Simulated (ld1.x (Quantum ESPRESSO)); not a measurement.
# Boron: generating and testing a TM semilocal potential

Aim: build the potential from the settings below, then test how well it stands in for the atom: other configurations, scattering, ghost states and the plane-wave cutoff that it needs.

The numbers are computed with ld1.x (Quantum ESPRESSO) 7.5 (PBEsol, scalar-relativistic, spin-unpolarised reference atom).

## (1) Starting point

The settings as typed:

```json
{
  "element": "boron (B, Z = 5)",
  "type": "norm-conserving Troullier–Martins (semilocal form)",
  "frozen core": "[He]",
  "valence charge": "3",
  "reference configuration": "2s2 2p0.5 (charge +0.5)",
  "partial waves": "2p (bound): rc 3.85 bohr; 3d channel at 0.05 Ry: rc 3.55 bohr; 2s (bound): rc 1.20 bohr",
  "local potential": "the s channel",
  "core correction": "a·sin(br)/r model core inside 0.65 bohr"
}
```

## (2) Generation

B.in reads:

```
 &input
   title='B', zed=5., rel=1, dft='PBESOL', iswitch=3,
   config='[He] 2s2 2p0.5 3d-2',
   nld=3, rlderiv=4.20, eminld=-3.0, emaxld=5.0, deld=0.02
 /
 &inputp
   pseudotype=1, tm=.true., lloc=0,
   nlcc=.true., rcore=0.65,
   file_pseudopw='B.pp', file_wfcaegen='ae.wfc', file_wfcncgen='nc.wfc'
 /
3
2P  2  1   0.50   0.00  3.85  3.85  0.0
3D  3  2  -2.00   0.05  3.55  3.55  0.0
2S  1  0   2.00   0.00  1.20  1.20  0.0
 &test
   configts(1)='2s2 2p0.5'
 /
```

Run with:

```bash
$ ld1.x < B.in > B.out
```

Output in B.out (without the banner and most projector matrices):

```text
     Program LD1 v.7.5
     --------------------------- All-electron run ----------------------------

     B
     scalar relativistic calculation

     atomic number is  5.00
     dft =PBESOL   lsd =0 sic =0 latt =0  beta=0.20 tr2=1.0E-14
     Exchange-correlation= PBESOL
                           (   1   4  10   8   0   0   0)
     mesh =1059 r(mesh) = 101.04461 a.u. xmin = -7.00 dx = 0.01250
     1 Ry =  13.60569312 eV, c = 137.03599908

     n l     nl                  e(Ry)          e(Ha)          e(eV)
     1 0     1S 1( 2.00)       -13.6244        -6.8122      -185.3693
     2 0     2S 1( 2.00)        -1.0310        -0.5155       -14.0269
     2 1     2P 1( 0.50)        -0.5887        -0.2943        -8.0094

     final scf error:  5.3E-15 reached in  22 iterations

     Etot =     -48.729751 Ry,     -24.364876 Ha,    -663.002041 eV

     Ekin =      48.545101 Ry,      24.272551 Ha,     660.489748 eV
     Encl =    -111.395654 Ry,     -55.697827 Ha,   -1515.615080 eV
     Eh   =      21.199939 Ry,      10.599969 Ha,     288.439863 eV
     Exc  =      -7.079137 Ry,      -3.539569 Ha,     -96.316572 eV

     normalization and overlap integrals

     s(1S/1S) =  1.000000  <r> =   0.3302  <r2> =    0.1481  r(max) =   0.2103
     s(2S/2S) =  1.000000  <r> =   1.8700  <r2> =    4.1742  r(max) =   1.4964
     s(2P/2P) =  1.000000  <r> =   2.0335  <r2> =    5.2060  r(max) =   1.4964

     ------------------------ End of All-electron run ------------------------

     --------------------- Generating NC pseudopotential ---------------------

      Generating local pot.: lloc=0, matching radius rcloc =   1.2000

      Computing core charge for nlcc:

       r > 0.66 : true rho core
       r < 0.66 : rho core = a sin(br)/r    a=   2.57  b=   4.00

      Integrated core pseudo-charge :   0.58

      Wfc   2P  rcut= 3.821  Using Troullier-Martins method

      Wfc   3D  rcut= 3.545  Using Troullier-Martins method

     ------------------- End of pseudopotential generation -------------------

     [... the all-electron block is printed once more ...]


     Computing logarithmic derivative in   4.19684
     Computing logarithmic derivative in   4.19684
     Computing the partial wave expansion
       no projector for channel:   0
     R is outside the sphere for l=    1 j= 0.00
     R is outside the sphere for l=    2 j= 0.00

     ---------------------- Testing the pseudopotential ----------------------

     B
     scalar relativistic calculation

     atomic number is  5.00   valence charge is  3.00
     dft =PBESOL   lsd =0 sic =0 latt =0  beta=0.20 tr2=1.0E-14
     mesh =1059 r(mesh) = 101.04461 xmin = -7.00 dx = 0.01250

     n l     nl             e AE (Ry)        e PS (Ry)    De AE-PS (Ry)
     1 0     2S   1( 2.00)       -1.03096       -1.03096        0.00000
     2 1     2P   1( 0.50)       -0.58868       -0.58868       -0.00000

     eps = 6.4E-15  iter = 12

     Etot =     -48.729751 Ry,     -24.364876 Ha,    -663.002041 eV
     Etotps =    -5.615473 Ry,      -2.807737 Ha,     -76.402404 eV

     Ekin =       1.893304 Ry,       0.946652 Ha,      25.759713 eV
     Encl =      -8.176404 Ry,      -4.088202 Ha,    -111.245637 eV
     Ehrt =       2.945409 Ry,       1.472705 Ha,      40.074331 eV
     Ecxc =      -2.077456 Ry,      -1.038728 Ha,     -28.265228 eV
     (Ecc =      -0.683567 Ry,      -0.341783 Ha,      -9.300396 eV)
     Epseu=      -0.200327 Ry,      -0.100163 Ha,      -2.725583 eV

     ---------------------- End of pseudopotential test ----------------------
```

Run time: 2.5 s. Hardware: 1 thread, shared host. (Generation and the later configuration tests together.)

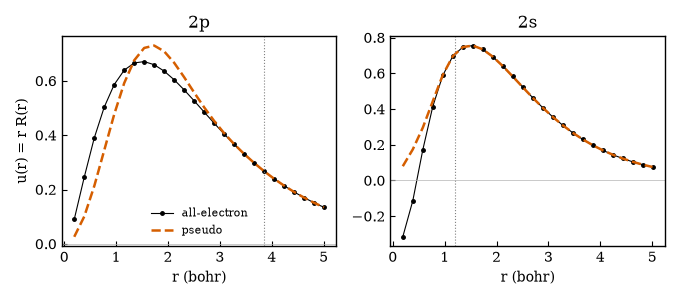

Bound waves of the atom and their pseudo partners (2p, 2s), with the matching radii dotted. The curves join 26 sampled radii.

## (3) Testing the new file in other configurations

B.test.in reads:

```
 &input
   title='B', zed=5., rel=1, dft='PBESOL', iswitch=2,
   config='[He] 2s2 2p0.5 3d-2'
 /
 &test
   file_pseudo='B.pp', nconf=8,
   configts(1)='2s2 2p0.5',
   configts(2)='2s2 2p1',
   configts(3)='2s2 2p0',
   configts(4)='2s1 2p0',
   configts(5)='2s0 2p3',
   configts(6)='2s2 2p1.3',
   configts(7)='2s1 2p1',
   configts(8)='2s1 2p2'
 /
```

Run with:

```bash
$ ld1.x < B.test.in > B.test.out
```

B.test.out, the pseudopotential blocks:

```text
     ---------------------- Testing the pseudopotential ----------------------

     B
     scalar relativistic calculation

     atomic number is  5.00   valence charge is  3.00
     dft =PBESOL   lsd =0 sic =0 latt =0  beta=0.20 tr2=1.0E-14
     mesh =1059 r(mesh) = 101.04461 xmin = -7.00 dx = 0.01250

     n l     nl             e AE (Ry)        e PS (Ry)    De AE-PS (Ry)
     1 0     2S   1( 2.00)       -1.03096       -1.03096        0.00000
     2 1     2P   1( 0.50)       -0.58868       -0.58868        0.00000

     eps = 8.6E-15  iter = 11

     Etot =     -48.729751 Ry,     -24.364876 Ha,    -663.002041 eV
     Etotps =    -5.615473 Ry,      -2.807737 Ha,     -76.402406 eV

     Ekin =       1.893304 Ry,       0.946652 Ha,      25.759710 eV
     Encl =      -8.176403 Ry,      -4.088202 Ha,    -111.245637 eV
     Ehrt =       2.945409 Ry,       1.472704 Ha,      40.074331 eV
     Ecxc =      -2.077456 Ry,      -1.038728 Ha,     -28.265228 eV
     (Ecc =      -0.683567 Ry,      -0.341783 Ha,      -9.300396 eV)
     Epseu=      -0.200327 Ry,      -0.100163 Ha,      -2.725583 eV

     ---------------------- End of pseudopotential test ----------------------

     ---------------------- Testing the pseudopotential ----------------------

     B
     scalar relativistic calculation

     atomic number is  5.00   valence charge is  3.00
     dft =PBESOL   lsd =0 sic =0 latt =0  beta=0.20 tr2=1.0E-14
     mesh =1059 r(mesh) = 101.04461 xmin = -7.00 dx = 0.01250

     n l     nl             e AE (Ry)        e PS (Ry)    De AE-PS (Ry)
     1 0     2S   1( 2.00)       -0.68803       -0.68790       -0.00013
     2 1     2P   1( 1.00)       -0.26131       -0.26524        0.00393

     eps = 4.3E-15  iter = 10

     Etot =     -48.939619 Ry,     -24.469810 Ha,    -665.857443 eV
     Etotps =    -5.826974 Ry,      -2.913487 Ha,     -79.280026 eV
     dEtot_ae =      -0.209868 Ry
     dEtot_ps =      -0.211501 Ry,   Delta E=       0.001633 Ry

     Ekin =       2.291405 Ry,       1.145702 Ha,      31.176148 eV
     Encl =      -9.401141 Ry,      -4.700571 Ha,    -127.909042 eV
     Ehrt =       3.945537 Ry,       1.972768 Ha,      53.681762 eV
     Ecxc =      -2.317801 Ry,      -1.158901 Ha,     -31.535292 eV
     (Ecc =      -0.683567 Ry,      -0.341783 Ha,      -9.300396 eV)
     Epseu=      -0.344973 Ry,      -0.172487 Ha,      -4.693604 eV

     ---------------------- End of pseudopotential test ----------------------

     ---------------------- Testing the pseudopotential ----------------------

     B
     scalar relativistic calculation

     atomic number is  5.00   valence charge is  3.00
     dft =PBESOL   lsd =0 sic =0 latt =0  beta=0.20 tr2=1.0E-14
     mesh =1059 r(mesh) = 101.04461 xmin = -7.00 dx = 0.01250

     n l     nl             e AE (Ry)        e PS (Ry)    De AE-PS (Ry)
     1 0     2S   1( 2.00)       -1.42426       -1.41169       -0.01257  !
     2 1     2P   1( 0.00)       -0.97362       -0.95033       -0.02329  !

     eps = 7.3E-15  iter = 14

     Etot =     -48.341382 Ry,     -24.170691 Ha,    -657.718009 eV
     Etotps =    -5.231967 Ry,      -2.615983 Ha,     -71.184534 eV
     dEtot_ae =       0.388369 Ry
     dEtot_ps =       0.383507 Ry,   Delta E=       0.004863 Ry

     Ekin =       1.344939 Ry,       0.672470 Ha,      18.298828 eV
     Encl =      -6.781024 Ry,      -3.390512 Ha,     -92.260527 eV
     Ehrt =       2.013660 Ry,       1.006830 Ha,      27.397241 eV
     Ecxc =      -1.809542 Ry,      -0.904771 Ha,     -24.620076 eV
     (Ecc =      -0.683567 Ry,      -0.341783 Ha,      -9.300396 eV)

     ---------------------- End of pseudopotential test ----------------------

     ---------------------- Testing the pseudopotential ----------------------

     B
     scalar relativistic calculation

     atomic number is  5.00   valence charge is  3.00
     dft =PBESOL   lsd =0 sic =0 latt =0  beta=0.20 tr2=1.0E-14
     mesh =1059 r(mesh) = 101.04461 xmin = -7.00 dx = 0.01250

     n l     nl             e AE (Ry)        e PS (Ry)    De AE-PS (Ry)
     1 0     2S   1( 1.00)       -2.29896       -2.27941       -0.01955  !
     2 1     2P   1( 0.00)       -1.85728       -1.77492       -0.08236  !

     eps = 7.8E-15  iter = 10

     Etot =     -46.484682 Ry,     -23.242341 Ha,    -632.456315 eV
     Etotps =    -3.391215 Ry,      -1.695607 Ha,     -46.139830 eV
     dEtot_ae =       2.245069 Ry
     dEtot_ps =       2.224258 Ry,   Delta E=       0.020811 Ry

     Ekin =       0.791089 Ry,       0.395545 Ha,      10.763319 eV
     Encl =      -3.525622 Ry,      -1.762811 Ha,     -47.968531 eV
     Ehrt =       0.543956 Ry,       0.271978 Ha,       7.400904 eV
     Ecxc =      -1.200639 Ry,      -0.600319 Ha,     -16.335523 eV
     (Ecc =      -0.683567 Ry,      -0.341783 Ha,      -9.300396 eV)

     ---------------------- End of pseudopotential test ----------------------

     ---------------------- Testing the pseudopotential ----------------------

     B
     scalar relativistic calculation

     atomic number is  5.00   valence charge is  3.00
     dft =PBESOL   lsd =0 sic =0 latt =0  beta=0.20 tr2=1.0E-14
     mesh =1059 r(mesh) = 101.04461 xmin = -7.00 dx = 0.01250

     n l     nl             e AE (Ry)        e PS (Ry)    De AE-PS (Ry)
     1 0     2S   1( 0.00)       -0.75347       -0.77305        0.01958  !
     2 1     2P   1( 3.00)       -0.32404       -0.33762        0.01358  !

     eps = 3.7E-16  iter = 12

     Etot =     -48.082880 Ry,     -24.041440 Ha,    -654.200912 eV
     Etotps =    -4.968456 Ry,      -2.484228 Ha,     -67.599291 eV
     dEtot_ae =       0.646871 Ry
     dEtot_ps =       0.647017 Ry,   Delta E=      -0.000146 Ry

     Ekin =       3.740976 Ry,       1.870488 Ha,      50.898567 eV
     Encl =      -9.063415 Ry,      -4.531707 Ha,    -123.314039 eV
     Ehrt =       3.693286 Ry,       1.846643 Ha,      50.249709 eV
     Ecxc =      -2.208305 Ry,      -1.104152 Ha,     -30.045520 eV
     (Ecc =      -0.683567 Ry,      -0.341783 Ha,      -9.300396 eV)
     Epseu=      -1.130998 Ry,      -0.565499 Ha,     -15.388008 eV

     ---------------------- End of pseudopotential test ----------------------

     ---------------------- Testing the pseudopotential ----------------------

     B
     scalar relativistic calculation

     atomic number is  5.00   valence charge is  3.00
     dft =PBESOL   lsd =0 sic =0 latt =0  beta=0.20 tr2=1.0E-14
     mesh =1059 r(mesh) = 101.04461 xmin = -7.00 dx = 0.01250

     n l     nl             e AE (Ry)        e PS (Ry)    De AE-PS (Ry)
     1 0     2S   1( 2.00)       -0.51340       -0.50967       -0.00372
     2 1     2P   1( 1.30)       -0.09855       -0.09934        0.00079

     eps = 4.4E-16  iter = 12

     Etot =     -48.992867 Ry,     -24.496434 Ha,    -666.581915 eV
     Etotps =    -5.880988 Ry,      -2.940494 Ha,     -80.014921 eV
     dEtot_ae =      -0.263116 Ry
     dEtot_ps =      -0.265515 Ry,   Delta E=       0.002399 Ry

     Ekin =       2.444711 Ry,       1.222355 Ha,      33.261981 eV
     Encl =     -10.016990 Ry,      -5.008495 Ha,    -136.288088 eV
     Ehrt =       4.528967 Ry,       2.264483 Ha,      61.619729 eV
     Ecxc =      -2.437166 Ry,      -1.218583 Ha,     -33.159339 eV
     (Ecc =      -0.683567 Ry,      -0.341783 Ha,      -9.300396 eV)
     Epseu=      -0.400509 Ry,      -0.200255 Ha,      -5.449204 eV

     ---------------------- End of pseudopotential test ----------------------

     ---------------------- Testing the pseudopotential ----------------------

     B
     scalar relativistic calculation

     atomic number is  5.00   valence charge is  3.00
     dft =PBESOL   lsd =0 sic =0 latt =0  beta=0.20 tr2=1.0E-14
     mesh =1059 r(mesh) = 101.04461 xmin = -7.00 dx = 0.01250

     n l     nl             e AE (Ry)        e PS (Ry)    De AE-PS (Ry)
     1 0     2S   1( 1.00)       -1.43189       -1.45291        0.02102  !
     2 1     2P   1( 1.00)       -0.98226       -0.98769        0.00543  !

     eps = 3.0E-16  iter =  9

     Etot =     -47.891210 Ry,     -23.945605 Ha,    -651.593112 eV
     Etotps =    -4.768673 Ry,      -2.384337 Ha,     -64.881103 eV
     dEtot_ae =       0.838541 Ry
     dEtot_ps =       0.846800 Ry,   Delta E=      -0.008259 Ry

     Ekin =       2.165391 Ry,       1.082695 Ha,      29.461644 eV
     Encl =      -6.641563 Ry,      -3.320782 Ha,     -90.363071 eV
     Ehrt =       1.923531 Ry,       0.961765 Ha,      26.170969 eV
     Ecxc =      -1.755362 Ry,      -0.877681 Ha,     -23.882922 eV
     (Ecc =      -0.683567 Ry,      -0.341783 Ha,      -9.300396 eV)
     Epseu=      -0.460669 Ry,      -0.230335 Ha,      -6.267725 eV

     ---------------------- End of pseudopotential test ----------------------

     ---------------------- Testing the pseudopotential ----------------------

     B
     scalar relativistic calculation

     atomic number is  5.00   valence charge is  3.00
     dft =PBESOL   lsd =0 sic =0 latt =0  beta=0.20 tr2=1.0E-14
     mesh =1059 r(mesh) = 101.04461 xmin = -7.00 dx = 0.01250

     n l     nl             e AE (Ry)        e PS (Ry)    De AE-PS (Ry)
     1 0     2S   1( 1.00)       -0.72373       -0.73268        0.00895  !
     2 1     2P   1( 2.00)       -0.29522       -0.30331        0.00810  !

     eps = 6.0E-17  iter = 12

     Etot =     -48.511915 Ry,     -24.255957 Ha,    -660.038223 eV
     Etotps =    -5.400896 Ry,      -2.700448 Ha,     -73.482931 eV
     dEtot_ae =       0.217837 Ry
     dEtot_ps =       0.214577 Ry,   Delta E=       0.003259 Ry

     Ekin =       2.994127 Ry,       1.497064 Ha,      40.737176 eV
     Encl =      -9.220739 Ry,      -4.610370 Ha,    -125.454548 eV
     Ehrt =       3.808720 Ry,       1.904360 Ha,      51.820281 eV
     Ecxc =      -2.259180 Ry,      -1.129590 Ha,     -30.737714 eV
     (Ecc =      -0.683567 Ry,      -0.341783 Ha,      -9.300396 eV)
     Epseu=      -0.723824 Ry,      -0.361912 Ha,      -9.848127 eV

     ---------------------- End of pseudopotential test ----------------------
```

The tests as a table, with energies relative to 2s2 2p0.5. The frozen-core shift comes from a second all-electron run, not shown, with the core orbitals held at their reference shape; it is that run's ΔE less the relaxed one.

| valence configuration | charge | ΔE all-electron (eV) | error AE − PS (meV) | frozen-core shift (meV) |
| --- | --- | --- | --- | --- |
| 2s2 2p1 | 0 | -2.855 | +22 | 0.0 |
| 2s2 2p0 | +1 | 5.284 | +66 | +0.2 |
| 2s1 2p0 | +2 | 30.546 | +283 | +6.3 |
| 2s0 2p3 | 0 | 8.801 | -2.0 | +1.5 |
| 2s2 2p1.3 | -0.3 | -3.580 | +33 | +0.1 |
| 2s1 2p1 | +1 | 11.409 | -112 | +0.8 |
| 2s1 2p2 | 0 | 2.964 | +44 | +0.4 |

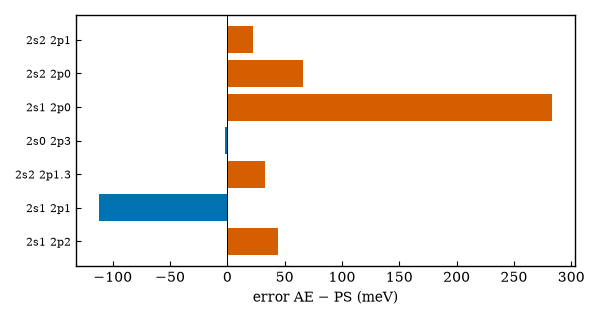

Error of the potential in each test configuration.

## (4) Scattering by logarithmic derivatives

Taken from the files of the generation run. The phase is arctan(r·u′/u) with u = r·R, unwrapped, with energies in Ry. A pole is an energy at which the radial function vanishes at the test radius. The pseudo phase is shifted by a multiple of π to meet the all-electron one at the reference energy. Levels narrower than the energy grid can be missing from the poles. The last column is the largest difference on the grid between −1 and +1 Ry.

```tsv
channel	radius (bohr)	reference (Ry)	poles AE	poles PS	window around the reference with phases within 0.05 rad (Ry)	largest difference near zero (rad)
s	4.20	-1.03	-0.99, 1.15, 4.43	-0.99, 1.14, 4.33	below 2.3	0.009
p	4.20	-0.59	-0.52, 1.28, 4.22	-0.52, 1.72, 4.97	below -0.1	0.807
d	4.20	0.05	0.86, 3.24	0.87, 3.42	below 1.6	0.004
```

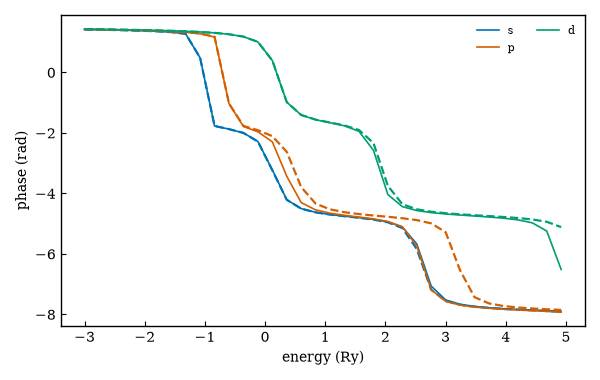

All-electron (solid) and pseudo (dashed) phases against energy.

## (5) Plane-wave convergence, by spherical Bessel functions

This step uses the generator's waves and projectors in a separate script. Basis: spherical Bessel functions vanishing at 20 bohr, q² up to the cutoff; potential fixed at the reference.

All-electron valence levels (Ry): 2p -0.5887, 2s -1.0310. The lowest levels of each channel (Ry) by cutoff; the last column sums, over occupied levels, occupation times the distance from the level at 400 Ry. A positive value at high cutoff is not a bound level.

```
cutoff (Ry)     p #1     d #1     s #1  Σ f·Δε (mRy)
          8  -0.5806  -0.0237  -0.9731         119.8
         12  -0.5885  -0.0237  -1.0022          57.7
         18  -0.5886  -0.0237  -1.0235          15.0
         21  -0.5887  -0.0237  -1.0271           7.8
         25  -0.5887  -0.0237  -1.0288           4.3
         35  -0.5887  -0.0237  -1.0297           2.6
         45  -0.5887  -0.0237  -1.0299           2.0
         55  -0.5887  -0.0237  -1.0305           0.9
         70  -0.5887  -0.0237  -1.0309           0.2
        400  -0.5887  -0.0237  -1.0310           0.0
```

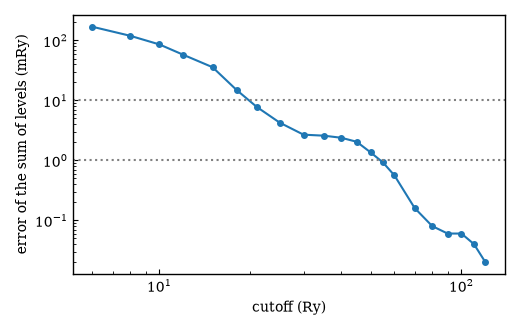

Occupation-weighted error of the valence levels against the cutoff; the dotted lines mark 10 and 1 mRy.

The sum stays within 10 mRy from 21 Ry and within 1 mRy from 55 Ry. The sum leaves out empty levels, which can need more. Ghost test: no level below the all-electron spectrum of its channel (p, d, s tested).

## (6) Summary of results

| quantity | value |
| --- | --- |
| cutoffs for 10 and 1 mRy, occupied levels | 21 Ry and 55 Ry |
| bound ghosts | none found |
| largest test error (AE − PS) | +283 meV, for 2s1 2p0 |
| largest phase difference near zero energy, channels read | 0.807 rad |

The worst unpolarised test, 2s1 2p0, is off by 283 meV on 30.5 eV; by total energies transferability rates as poor. Freezing the core alone would shift it much less, so the error comes from the pseudisation. By its cutoff, 21 Ry for the looser tolerance, it is soft on the atom at that tolerance. The tighter tolerance needs 55 Ry, and converged work needs a cutoff nearer that. The slowest occupied level is 2s: taken alone it needs 50 Ry to come within 1 mRy, against 12 Ry for 2p. It is free of bound ghosts as far as tested. Of the channels read, p scatters worst near zero energy, by up to 0.81 rad. All of this concerns the isolated atom, not yet a solid.
